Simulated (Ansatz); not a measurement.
**Si3N4 (Fd-3m): how G0W0 depends on its starting point**

One-shot GW is not self-consistent; how far does the start matter for Si3N4 (Fd-3m)?

Program: Ansatz 0.2.0. Level of theory: G0W0 on several functionals, plane waves, PAW. Results are calculated unless marked as measured.

## 1. Set-up

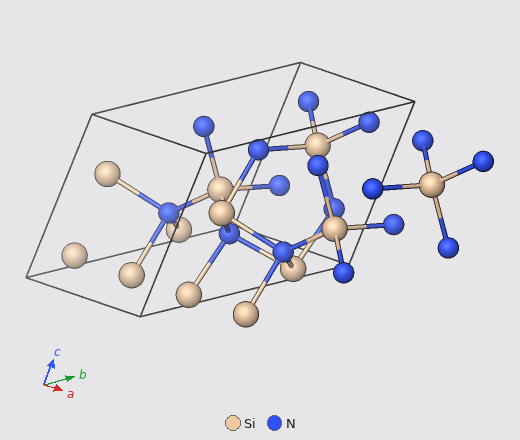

The starting structure, seen slightly off an axis (silicon light orange, nitrogen blue). 2×1×1 cells are drawn. Bonds to atoms that aren't drawn are left out.

Structure file:

```xyz
14
Lattice="0.0000 3.8937 3.8937 3.8937 0.0000 3.8937 3.8937 3.8937 0.0000" Properties=species:S:1:pos:R:3 pbc="T T T"
Si    2.9203    2.9203    0.9734
Si    2.9203    0.9734    2.9203
Si    0.9734    2.9203    2.9203
Si    0.9734    0.9734    0.9734
Si    5.8406    5.8406    5.8406
Si    3.8937    3.8937    3.8937
N     2.8624    2.8624    2.8624
N     6.8719    4.8092    4.8092
N     4.8092    4.8092    6.8719
N     4.8092    6.8719    4.8092
N     4.9251    4.9251    2.8624
N     4.9251    2.8624    4.9251
N     6.8719    6.8719    6.8719
N     2.8624    4.9251    4.9251
```

The cell and positions are those that the Materials Project relaxed with its own functionals (PBE, PBE+U or r2SCAN), kept fixed. This is not the form that Si3N4 usually takes at ambient conditions.

## 2. G0W0 on PBEsol

Now the one-shot GW correction: screening in the RPA, then the self-energy of the levels asked for. This step takes PAW set soft_1 files.

This step: G0W0 on PBEsol, plane waves, PAW; PAW set soft_1.

The input, input.yaml:

```yaml
crystal:
  lattice:
    - [0.0, 3.893718, 3.893718]
    - [3.893718, 0.0, 3.893718]
    - [3.893718, 3.893718, 0.0]
  atoms:
    - { symbol: Si, position: [0.125, 0.125, 0.625] }
    - { symbol: Si, position: [0.125, 0.625, 0.125] }
    - { symbol: Si, position: [0.625, 0.125, 0.125] }
    - { symbol: Si, position: [0.125, 0.125, 0.125] }
    - { symbol: Si, position: [0.75, 0.75, 0.75] }
    - { symbol: Si, position: [0.5, 0.5, 0.5] }
    - { symbol: "N", position: [0.367563, 0.367563, 0.367563] }
    - { symbol: "N", position: [0.352689, 0.882437, 0.882437] }
    - { symbol: "N", position: [0.882437, 0.882437, 0.352689] }
    - { symbol: "N", position: [0.882437, 0.352689, 0.882437] }
    - { symbol: "N", position: [0.367563, 0.367563, 0.897311] }
    - { symbol: "N", position: [0.367563, 0.897311, 0.367563] }
    - { symbol: "N", position: [0.882437, 0.882437, 0.882437] }
    - { symbol: "N", position: [0.897311, 0.367563, 0.367563] }
kpoints:
  mp_grid: { grid: [4, 4, 4] }
hamiltonian:
  xc: pbesol
  pseudopotentials: { kind: paw, azcp: { folder: soft_1 }, xc_functional: pbe }
scf:
  occupations: { method: fixed }
gw:
  n_empty_bands: 647
  ecut_chi: 180.0
  qp_bands: [v4, c4]
  qp_kpoints: band_edges
  screening: { model: contour_deformation }
```

Command:

```bash
$ ansatz run input.yaml --threads 3 --pin off --max-ram 92160MiB --backend cuda --events-out ev --progress --plain --runs-dir out --devices 1 --max-vram 13GiB
```

Numbers of over 12 decimals in the logs are rounded to 6 here.

What it wrote:

```text
GPUs: using 1 of 1 available (devices: 1).
Engine: ansatz 0.2.0, x86_64-unknown-linux-gnu
Pseudopotentials: kind: paw
Pseudopotential: Si, paw, valence charge 4, recommended cutoff 420 eV (normal), soft_1/Si.paw.azcp
Pseudopotential: N, paw, valence charge 5, recommended cutoff 420 eV (normal), soft_1/N.paw.azcp
Functional definition: PBEsol
  exchange = pbesol_x
  correlation = pbesol_c
device memory: the entry about to start is reckoned to put 2.5 GiB on a device that reports 56.1 GiB free (of which the cap on the GPU budget leaves the run 13.0 GiB)
GPU FFT provider: cuFFT
GPU libraries: cuBLAS 13.8.2, cuFFT 12.4.0, cuSOLVER 12.3.4
Crystal: 14 atoms, lattice volume = 118.066 Å³
Basis set: ecut = 420 eV, 2277 PW (Γ)
Bands: 46, of which v1, the nominal top of the filled ones, is band 32 counted from 1 (31 counted from 0)
Symmetry: 48 space group operations
Space group: Fd-3m (ITA 227), of the structure as read, at distance tolerance 4.9e-5 Å
k-points: 8 of 64
Non-local potential: Si, projectors of the file, l = 0: 2, l = 1: 2, l = 2: 1
Non-local potential: N, projectors of the file, l = 0: 2, l = 1: 2, l = 2: 1
PAW form: soft (Blöchl's): semilocal exchange-correlation on the pseudo side does not see the compensation charge
PAW frozen core: Si, regenerated for the run's functional, and the local potential with it (the file was generated under x = pbe(κ = 0.804, μ = 0.219515), c = pbe(β = 0.066725))
PAW frozen core: N, regenerated for the run's functional, and the local potential with it (the file was generated under x = pbe(κ = 0.804, μ = 0.219515), c = pbe(β = 0.066725))
PAW one-centre angular grid: Si, 110 points (default); XC on 64 Gauss nodes
PAW one-centre angular grid: N, 110 points (default); XC on 64 Gauss nodes
Initial density: superposition of atomic densities (chi_scale 0.1, normalization cell, long waves kept (reshape's long-wave potential 0.00 eV rms))
Initial wavefunctions: pseudopotential atomic-orbital guess
GPU buffer pool allocated for 64000 grid points (all kernels)
GPU transforms: local potential and band sums: pruned to the plane-wave sphere, on 40×40×40
Functional: x = pbesol(κ = 0.804, μ = 0.123457), c = pbesol(β = 0.046)
SCF iter   1: F=—  HF=-6780.517776 eV  |F-HF|=—  |Δ(HF+E_count)|=         —  Δρ=1.42e-1  dr2=2.48e1  ethr=3.10e-3  ⟨swp⟩=4.9  Hψ=1489  notcnv=0  defer=80
preconditioner: auto → Resta (q_TF=auto, 2.464 Å⁻¹)  ε∞=4.0  [insulator: Δε(μ)=5.209 eV  Ē_g=15.842 eV  n_scr=26 (ndim 8)  ℏωp=27.3 eV  f_vac=0.000  ε∞_Penn≈4.0]
SCF iter   2: F=—  HF=-6773.092206 eV  |F-HF|=—  |Δ(HF+E_count)|=    7.43e0  Δρ=4.91e-2  dr2=1.80e0  ethr=3.10e-3  ⟨swp⟩=3.4  Hψ=827  notcnv=0  defer=81
SCF iter   3: F=—  HF=-6772.734442 eV  |F-HF|=—  |Δ(HF+E_count)|=   3.58e-1  Δρ=2.29e-2  dr2=3.22e-1  ethr=2.81e-3  ⟨swp⟩=2.1  Hψ=393  notcnv=0  defer=91
SCF iter   4: F=—  HF=-6772.685189 eV  |F-HF|=—  |Δ(HF+E_count)|=   4.93e-2  Δρ=1.68e-3  dr2=2.80e-3  ethr=5.04e-4  ⟨swp⟩=2.1  Hψ=334  notcnv=0  defer=92
SCF iter   5: F=—  HF=-6772.687087 eV  |F-HF|=—  |Δ(HF+E_count)|=   1.90e-3  Δρ=5.26e-4  dr2=2.43e-4  ethr=4.38e-6  ⟨swp⟩=2.0  Hψ=543  notcnv=0  defer=92
SCF iter   6: F=—  HF=-6772.687152 eV  |F-HF|=—  |Δ(HF+E_count)|=   6.59e-5  Δρ=6.86e-5  dr2=8.66e-6  ethr=3.80e-7  ⟨swp⟩=2.0  Hψ=500  notcnv=0  defer=91
SCF iter   7: F=-6772.687151 eV  HF=-6772.687151 eV  |F-HF|=1.18e-8  |Δ(HF+E_count)|=   1.48e-6  Δρ=1.05e-5  dr2=9.16e-8  ethr=1.56e-10  ⟨swp⟩=17.6  Hψ=2771  notcnv=0
SCF 1 converged in 7 iterations: F = -6772.687151 eV  dr2 = 9.16e-8
  greatest PAW one-centre occupation: 0.788 electrons in one spin orbital (limit 2), on the N atom at site 11 (counted from 0), in its partial waves of l = 0
device memory: the entry about to start is reckoned to put 3.2 GiB on a device that reports 55.1 GiB free (of which the cap on the GPU budget leaves the run 13.0 GiB)
NSCF: frozen V_eff on 8 k-points
the band table was solved once the SCF had ended and its energy, with any forces and stress, was formed, with the checks that follow a solve (1556 applications of the Hamiltonian). They found nothing against the state; the energy, forces and stress were not computed again (output.eigenvalues in the input reference)
device memory: the entry about to start is reckoned to put 5.3 GiB on a device that reports 53.4 GiB free (of which the cap on the GPU budget leaves the run 13.0 GiB)
NSCF: frozen V_eff on 8 k-points
G₀W₀ screening: q 1/8
[... further progress lines ...]
device memory: the entry about to start is reckoned to put 0.7 GiB on a device that reports 55.9 GiB free (of which the cap on the GPU budget leaves the run 13.0 GiB)
NSCF: frozen V_eff on 1 k-points
SCF converged after 7 iterations
Free energy (F): -6772.687151 eV
Harris-Foulkes:  -6772.687151 eV  (|F-HF|=1.18e-8)
Internal energy: -6772.687151 eV  (E = F + TS)
E sigma→0 (E₀):  -6772.687151 eV
Fermi energy:    10.870006 eV
--- Per-component energies (eV) ---
  E_band       = 264.938279
  E_kinetic    = 1336.626011
  E_local      = -1354.609153  (includes V_loc(G=0)·N_el)
  E_nonlocal   = 400.834168
  E_hartree    = 484.372849
  E_xc         = -824.417795
  E_vxc        = -911.140231  (∫ρ·V_xc dr)
  E_paw        = -3975.073417  (= ΣΔE_a)
  E_vpaw       = -175.519092  (= ΣTr[D̂ρ^β])
  E_aug_tail   = 0.007304  (compensation charges beyond the density's cutoff)
  E_ewald      = -2840.841273
  E_core_change = 0.414155  (= ΣΔE_core)
  E_smearing   = -0.000000  (= −TS)
  E_closure    = 0.000000  (closes the sum)
  Σ components = -6772.687151   (vs F -6772.687151, Δ=0.00e0)
--- Band table (eV; the first three rows and the last of 8) ---
  k-point 0: bands = [... 28 lower, 10.7367, 10.8551, 10.8551, 10.8551, 14.1148, 14.1148, 14.1148, 15.6854, ... 10 higher]
  k-point 1: bands = [... 28 lower, 10.4002, 10.4443, 10.7563, 10.7563, 14.8612, 15.1165, 15.1165, 16.7741, ... 10 higher]
  k-point 2: bands = [... 28 lower, 10.4181, 10.4181, 10.5588, 10.5588, 15.6949, 16.5177, 16.5177, 17.0506, ... 10 higher]
  k-point 7: bands = [... 28 lower, 9.8386, 9.8386, 10.1526, 10.1526, 17.4147, 17.4147, 17.9341, 17.9341, ... 10 higher]
--- G₀W₀: contour deformation, 6 samples at zero and on the imaginary axis and 2 off it, 64 q-points, 647 empty bands' worth ---
  eigenvalues of the whole cell's RPA ε∞ on this k-mesh (on a slab, of 1 + 4πα/V) = 5.1755, 5.1755, 5.1755; static W/v taken at q = 0 is 0.193218
  bands read: the sum over 679 bands ends inside a degenerate multiplet in 3 slots, whose members it reads at an even weight; the widest, k=1: bands 679 to 680 (counted from 1) at 1/2 each
  gw.qp_kpoints: band_edges: 8 of 8 stored k-points solved, in 1 pass; an edge of the gap read off the rows below is read off those points alone
    ik  band        ε_KS         Σx   Σc(E_QP)       V_xc       Z   E_QP_lin       E_QP  E_QP is
     0    29     10.7367   -22.0389     3.0078   -18.1324  0.7965     9.8325     9.8379  root
     0    30     10.8551   -22.4219     2.9119   -18.6197  0.7986     9.9597     9.9648  root
     0    31     10.8551   -22.4219     2.9119   -18.6197  0.7986     9.9597     9.9648  root
     0    32     10.8551   -22.4219     2.9119   -18.6197  0.7986     9.9597     9.9648  root
     0    33     14.1148    -8.5992    -4.3116   -13.5644  0.8346    14.7704    14.7683  root
     0    34     14.1148    -8.5992    -4.3116   -13.5644  0.8346    14.7704    14.7683  root
     0    35     14.1148    -8.5992    -4.3116   -13.5644  0.8346    14.7704    14.7683  root
     0    36     15.6854    -9.2574    -4.7383   -14.8527  0.8293    16.5465    16.5424  root
     1    29     10.4002   -22.0005     3.0386   -18.0409  0.7963     9.4734     9.4793  root
     1    30     10.4443   -21.8792     3.0553   -17.9022  0.7958     9.5168     9.5227  root
     1    31     10.7563   -22.2644     2.9359   -18.4344  0.7979     9.8569     9.8622  root
     1    32     10.7563   -22.2644     2.9359   -18.4344  0.7979     9.8569     9.8622  root
     1    33     14.8612    -8.5823    -4.4748   -13.7615  0.8324    15.5682    15.5655  root
     1    34     15.1165    -8.5886    -4.4692   -13.7509  0.8309    15.8122    15.8096  root
     1    35     15.1165    -8.5886    -4.4692   -13.7509  0.8309    15.8122    15.8096  root
     1    36     16.7741    -9.4997    -4.9190   -15.3111  0.8215    17.6716    17.6665  root
     2    29     10.4181   -22.2737     3.0054   -18.3439  0.7974     9.4880     9.4938  root
     2    30     10.4181   -22.2737     3.0054   -18.3439  0.7974     9.4880     9.4938  root
     2    31     10.5588   -21.9561     2.9870   -18.0677  0.7967     9.6518     9.6574  root
     2    32     10.5588   -21.9561     2.9870   -18.0677  0.7967     9.6518     9.6574  root
     2    33     15.6949    -8.2775    -4.6975   -13.7373  0.8293    16.4607    16.4572  root
     2    34     16.5177    -7.3634    -4.8422   -12.9156  0.8264    17.2311    17.2277  root
     2    35     16.5177    -7.3634    -4.8422   -12.9156  0.8264    17.2311    17.2277  root
     2    36     17.0506    -9.3389    -4.9480   -15.1708  0.8257    17.9395    17.9345  root
[...]
7    29      9.8386   -21.9719     3.1226   -17.8840  0.7951     8.8665     8.8733  root
     7    30      9.8386   -21.9719     3.1226   -17.8840  0.7951     8.8665     8.8733  root
     7    31     10.1526   -21.6613     3.0380   -17.6938  0.7961     9.2170     9.2231  root
     7    32     10.1526   -21.6613     3.0380   -17.6938  0.7961     9.2170     9.2231  root
     7    33     17.4147    -8.1457    -4.9352   -13.8549  0.8176    18.1932    18.1887  root
     7    34     17.4147    -8.1457    -4.9352   -13.8549  0.8176    18.1932    18.1887  root
     7    35     17.9341    -8.3561    -5.1416   -14.3491  0.8138    18.7914    18.7857  root
     7    36     17.9341    -8.3561    -5.1416   -14.3491  0.8138    18.7914    18.7857  root
```

The job ended after 18 s (1 × NVIDIA H100 80GB HBM3 (shared by 6 runs) with 3 threads of AMD EPYC 7R13 (Zen 3), shared host; peak memory 1.9 GiB; 29 s of CPU time).

Reading the cycles: dr2 is the Hartree energy of the density residual (eV), the measure of convergence; HF is the Harris–Foulkes estimate of the energy, which meets the free energy F at convergence.

Numbers from this step:

```
bands summed                                 : 679
RPA ε∞ on this mesh (eigenvalues)            : 5.175, 5.175, 5.175
plane waves in the screening matrix          : 645
q-points in the mesh                         : 64
G0W0 gap on the mesh                         : 4.779 eV
k of the valence top                         : 0, 0.25, -0.25
k of the conduction bottom                   : 0, 0, 0
starting gap on the mesh                     : 3.245 eV
Z at the valence top                         : 0.7979
Z at the conduction bottom                   : 0.8346
least direct G0W0 gap on the computed points : 4.804 eV
```

The gap on the mesh goes from 3.24 eV to 4.78 eV, a correction of +1.53 eV. Between the two edge states, bare exchange in place of the xc potential would open the gap by 8.77 eV, and correlation takes back 7.23 eV.

(Continued in part 2 of 2.)

[Paths, hosts, dates, memory and timing lines, banners, echoed tables and standing remarks are left out of the program output.]

[Logs are printed without paths, hosts, clocks, repeated set-up lines and the standing remarks that a program may print on its own settings, such as how far it seeks lower states.]

[Runs of the session that timed out or met a known fault of the program may be left out.]

[Cells called generated may have been cut or substituted from an entry of the Crystallography Open Database or the Materials Project.]

[Hosts, paths, dates, database ids (printed as entryN), source tags and the programs' standing remarks are cut or masked in the printed files.]
